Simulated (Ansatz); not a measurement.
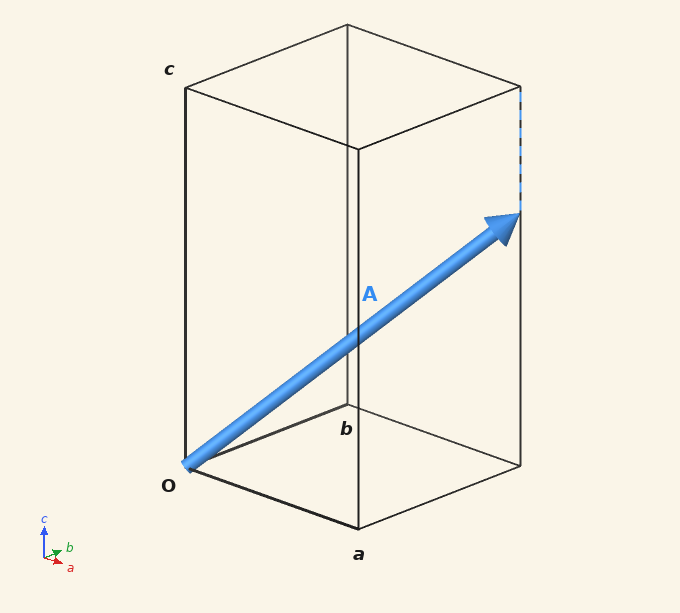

The arrow starts at a corner of the unit cell and ends on its surface; where a tip isn't a corner, dashed lines run from it parallel to the axes. Crystal: Ga2SbP3, the geometry relaxed with DFT, PBEsol, plane waves, PAW in Ansatz. Geometry calculated from the standardised cell; symmetry tolerance 0.002 Å.

a = 4.745 Å, b = 4.745 Å, c = 5.511 Å, α = 90.00°, β = 90.00°, γ = 120.00°.

### Give [uvw] of the arrow.

Arrow A runs from (0, 0, 0) to (1, 1, 2/3), so [3 3 2], in four indices [1 1 −2 2].

### How long is the vector ua + vb + wc?

18.003 Å.

### In P-6m2, No. 187, how many directions are equivalent to A (Laue class 6/mmm, both senses counted)?

12.
